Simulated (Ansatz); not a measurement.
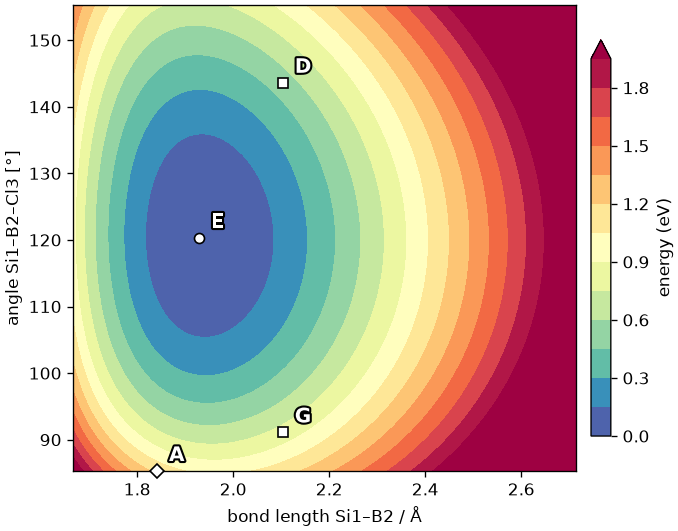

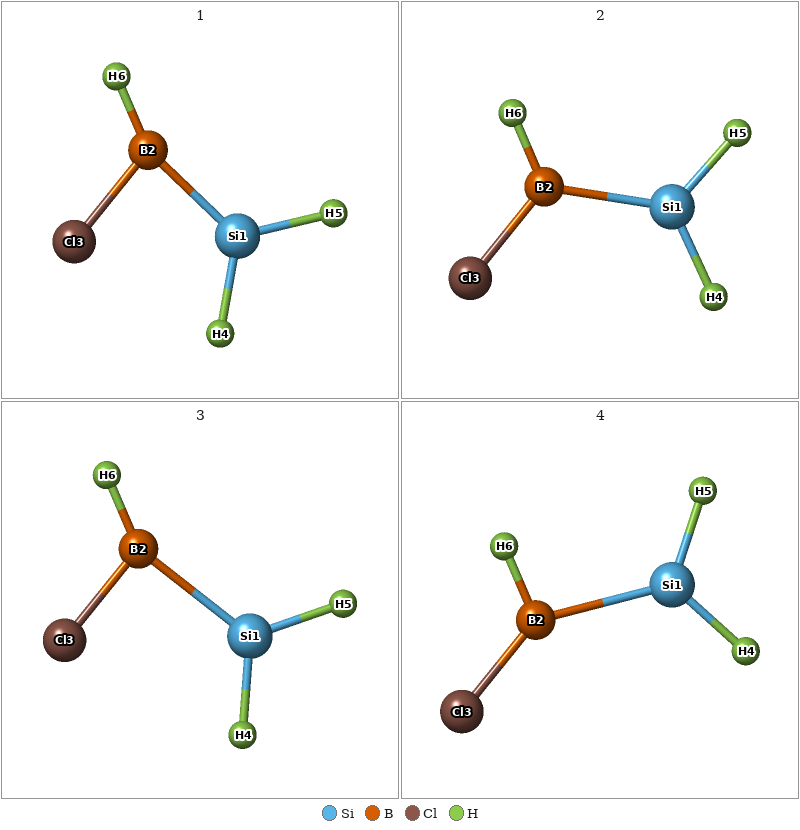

BClH₃Si, SMILES [SiH2]BCl, spin multiplicity 2. 
- First axis: bond length Si1–B2. Second axis: angle Si1–B2–Cl3.
- Nothing is relaxed (all other coordinates rigid).
- The grid has 13 × 13 points.
- Points are written as (first, second).
- All energies are given in eV relative to the relaxed molecule at the same level.
- Method: UHF-MP2, frozen core/def2-TZVP (Ansatz 0.2.0).

Drawn: filled contours, one colour for all values above the top of the scale, lettered points. Between grid points the surface is interpolated. The numbered pictures are the structures at these points, in random order.

Which structure belongs to which point?

A is structure 1: (1.842 Å, 85.3°), 1.16 eV; D is structure 4: (2.104 Å, 143.6°), 0.53 eV; E is structure 2: (1.929 Å, 120.3°), 0.0009 eV; G is structure 3: (2.104 Å, 91.1°), 0.81 eV.
